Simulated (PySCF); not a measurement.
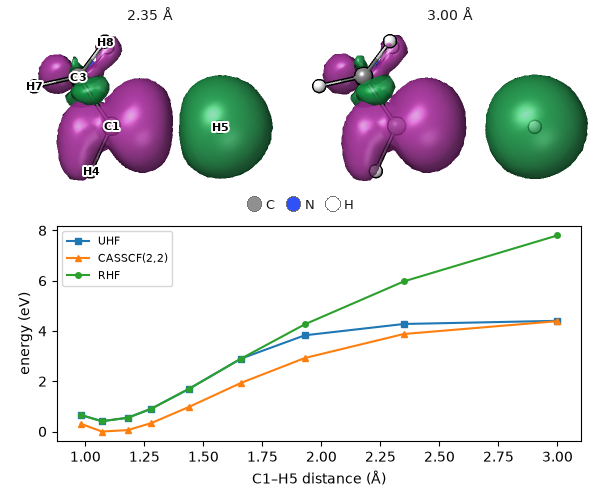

Figure 1: C2H5N, SMILES `C1NC1`. Rigid stretch of the C1–H5 bond. Broken-symmetry UHF spin density at ±0.03 e/Å³ (green: α, purple: β). Below: energies along the scan, from the lowest point of the three curves.

PySCF calculation, def2-SVP basis, gas phase; geometry: GFN2-xTB. No frequency check shows the geometry to be a minimum.

Input

```python
import numpy as np
from pyscf import gto, scf, mcscf

mol = gto.M(atom='''
C      0.73866    -0.39026     0.02705
N     -0.00005     0.83456    -0.16924
C     -0.73862    -0.39032     0.02705
H      1.26289    -0.74603    -0.84918
H      1.26253    -0.55966     0.96120
H     -0.00004     1.45313     0.63604
H     -1.26283    -0.74612    -0.84917
H     -1.26247    -0.55975     0.96121
''', basis='def2-svp', charge=0, spin=0, verbose=4)
# stretch the bond between atoms 1 and 5, from long to short, fragments rigid
a, b, move = 0, 4, [4]
xyz = mol.atom_coords(unit='Angstrom')
u = xyz[b] - xyz[a]
r0 = np.linalg.norm(u)
rows, last, dm_u = [], None, None
for r in [3.0, 2.35, 1.93, 1.66, 1.44, 1.28, 1.18, 1.07, 0.98]:
    new = xyz.copy()
    new[move] += u / r0 * (r - r0)
    m = mol.set_geom_(new, unit='Angstrom', inplace=False)
    rhf = scf.RHF(m).density_fit(auxbasis='def2-universal-jkfit').run()
    uhf = scf.UHF(m).density_fit(auxbasis='def2-universal-jkfit').newton()
    if dm_u is None:
        c = rhf.mo_coeff
        h = m.nelectron // 2 - 1
        ca, cb = c.copy(), c.copy()
        ca[:, h], cb[:, h] = (c[:, h] + c[:, h + 1]) / 2**.5, (c[:, h] - c[:, h + 1]) / 2**.5
        dm_u = np.array([x[:, :h + 1] @ x[:, :h + 1].T for x in (ca, cb)])
    uhf.kernel(dm0=dm_u)
    for _ in range(3):
        c, _, stable, _ = uhf.stability(return_status=True)
        if stable:
            break
        uhf.kernel(c, uhf.mo_occ)
    dm_u = uhf.make_rdm1()
    mc = mcscf.CASSCF(rhf, 2, 2)
    mc.natorb = True
    mc.fix_spin_(ss=0)
    guess = mcscf.addons.make_natural_orbitals(uhf)[1] if last is None else mcscf.project_init_guess(mc, last.mo_coeff, last.mol)
    mc.kernel(guess)
    last = mc
    act = slice(mc.ncore, mc.ncore + mc.ncas)
    print('r %.3f  RHF %.6f  UHF %.6f  <S^2> %.3f  CASSCF %.6f  occupations' % (r, rhf.e_tot, uhf.e_tot, uhf.spin_square()[0], mc.e_tot), mc.mo_occ[act].round(4))
    rows.append((new, rhf.e_tot, uhf.e_tot, uhf.spin_square()[0], mc.e_tot, mc.mo_occ[act], mc.mo_coeff[:, act], dm_u[0] - dm_u[1], rhf.converged and uhf.converged and mc.converged))
    np.savez('result.npz', **{k: [row[i] for row in rows] for i, k in enumerate('xyz rhf uhf s2 cas occ c spin ok'.split())})
```

Command:

```sh
OMP_NUM_THREADS=1 python input.py
```

The run took 88 s on 1 thread of Arm Neoverse V2, with other jobs on the host, peak memory 0.17 GiB.

### How does the broken-symmetry solution share the spin, and how far is it from a pure singlet?

At 3.00 Å excess α spin lies mostly on H5 and excess β on C1; the two could be swapped at no cost. ⟨S²⟩ is 0.88 at 2.35 Å and 0.99 at 3.00 Å, against 0 for a pure singlet and 1 for an equal mix of singlet and triplet.

### Where does the UHF solution part from RHF?

Between 1.66 Å (⟨S²⟩ = 0, the two coincide) and 1.93 Å (⟨S²⟩ = 0.57); at 3.00 Å ⟨S²⟩ is 0.99 and UHF lies 3.4 eV below RHF.

### How much energy does the stretch cost?

By CASSCF, 4.4 eV from the lowest point of the scan (1.07 Å) to 3.00 Å; RHF gives 7.4 eV from its own lowest point. The fragments aren't relaxed and dynamic correlation is missing, so this isn't a bond dissociation energy.
